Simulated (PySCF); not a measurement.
## NMR shielding calculation of C$_{4}$H$_{11}$NSi

C$_{4}$H$_{11}$NSi, computed with GIAO BHandHLYP/pcSseg-1 NMR shielding, non-relativistic, gas phase (PySCF 2.14.0).

Some settings of this run were made unusual or wrong on purpose. The geometry comes from this level: GFN2-xTB, coordinate held. Figures and captions count atoms from 1; the log counts them from 0 in places.

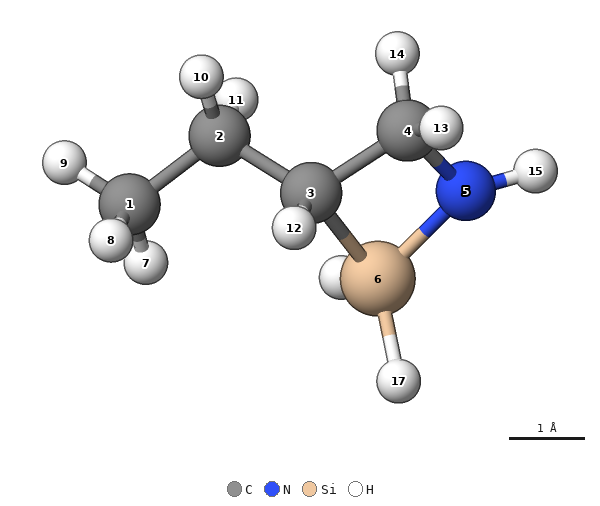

**Figure 1.** The structure as given in the input (ball-and-stick view, seen at a tilt; atoms are numbered from 1 in the order of the input). Bond lengths as drawn: C–C 1.52 to 1.54 Å, C–H 1.09 to 1.10 Å, C–N 1.45 Å, C–Si 1.92 Å, H–N 1.01 Å, H–Si 1.47 Å and N–Si 1.71 Å.

**Input file**
```
{"job": {"kind": "nmr", "xc": "BHandHLYP", "basis": "pcSseg-1", "every": 1, "scf": {"conv": 0.001, "max_cycle": 60}, "pop": false}, "charge": 0, "multiplicity": 1}
C      2.206438     0.206064    -0.417208
C      1.028700    -0.719774    -0.144169
C     -0.063625    -0.016154     0.644260
C     -1.340104    -0.848006     0.853026
N     -2.253625     0.073998     0.200157
Si    -1.138380     1.284539    -0.271715
H      1.879485     1.071542    -0.989878
H      2.637449     0.559426     0.517164
H      2.982702    -0.309647    -0.978387
H      1.377965    -1.595253     0.413578
H      0.621664    -1.074547    -1.093942
H      0.350151     0.320840     1.595306
H     -1.596893    -1.006790     1.905858
H     -1.301367    -1.824309     0.357541
H     -3.226508    -0.148827     0.074043
H     -0.914004     1.443355    -1.711456
H     -1.293007     2.589939     0.376528
```

The first line tells a small driver script what to run in PySCF; the rest is the geometry in Å.

Hardware: 1 CPU thread, shared host.

Command:
```bash
OMP_NUM_THREADS=1 python <driver script> task.json out
```

**Output**
```
final grid: 126848 points
cycle   1  E = -503.0580155381  dE =  7.818e-01  |g| = 4.158e-01  |ddm| = 3.557e+00
cycle   2  E = -503.0698757178  dE = -1.186e-02  |g| = 3.840e-01  |ddm| = 7.069e-01
cycle   3  E = -503.1024033585  dE = -3.253e-02  |g| = 5.003e-02  |ddm| = 3.890e-01
cycle   4  E = -503.1028873081  dE = -4.839e-04  |g| = 2.118e-02  |ddm| = 6.211e-02
converged SCF energy = -503.1028873081

GIAO shielding tensors (ppm)
atom      isotropic    diamagn.    paramagn.     s11        s22        s33       span
  0 C      166.111     246.086     -79.975    153.754    161.144    183.436     29.682
  1 C      153.324     244.896     -91.572    138.979    154.295    166.699     27.720
  2 C      149.695     251.497    -101.803    122.669    151.529    174.886     52.217
  3 C      131.706     245.415    -113.709    114.549    123.493    157.075     42.526
  4 N      256.117     323.358     -67.241    198.043    258.225    312.083    114.039
  5 Si     370.781     878.314    -507.534    335.334    357.514    419.495     84.161
  6 H       31.036      30.504       0.532     27.117     30.334     35.658      8.540
  7 H       30.873      29.687       1.185     26.895     28.930     36.793      9.898
  8 H       30.379      28.231       2.148     25.681     27.662     37.795     12.114
  9 H       29.977      30.793      -0.817     25.255     29.005     35.670     10.415
 10 H       30.144      31.895      -1.751     26.232     29.692     34.508      8.276
 11 H       29.979      33.010      -3.031     25.861     30.582     33.495      7.634
 12 H       27.949      30.146      -2.197     24.076     26.462     33.310      9.234
 13 H       28.545      31.274      -2.729     24.968     27.530     33.137      8.169
 14 H       32.349      31.642       0.706     23.509     28.136     45.401     21.893
 15 H       26.791      30.042      -3.251     24.025     24.824     31.524      7.499
 16 H       26.633      29.559      -2.926     23.518     24.411     31.971      8.453
```

**Outcome**

| quantity | value |
| --- | --- |
| outcome | converged |
| total energy | −503.102887 hartree |
| HOMO | −7.64 eV |
| LUMO | 1.17 eV |
| dipole moment | 0.46 D |
| isotropic shielding, C | 131.7 to 166.1 ppm |
| isotropic shielding, N | 256.1 ppm |
| isotropic shielding, Si | 370.8 ppm |
| isotropic shielding, H | 26.6 to 32.3 ppm |
| wall time | 16 s |
| peak memory | 0.69 GiB |

Some settings of this run were drawn to be unusual or wrong. It converged; results that depend on the unusual settings are not reference values.
